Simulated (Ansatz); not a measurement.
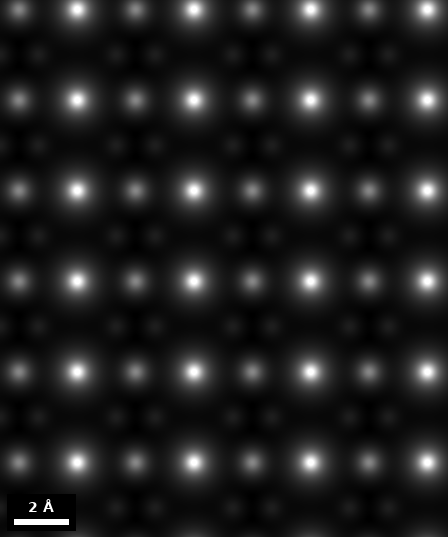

Projected-potential map of a crystal. Computed as the sum of neutral-atom potentials (tabulated electron scattering factors, B = 0.5 Å²) projected along the beam and smoothed by 0.25 Å; brighter is more positive. The display is stretched by a gamma of 0.6; percentages refer to the linear signal.

**What two-dimensional lattice does the image show, and how large is its cell?**

The pattern repeats on a rectangular net of 3.3 × 4.3 Å.

**What is the plane group of the image?**

p2mm: mirror lines in two perpendicular directions, with twofold points where they cross.

The crystal is TaH$_{2}$O$_{3}$ (P6/mmm, No. 191) seen along [100]. Atomic positions: coordinates from a relaxation (final pressure about -34 GPa) with DFT, PAW plane waves, pbe (Ansatz); the starting structure was generated, so it need not be a known form of this composition.
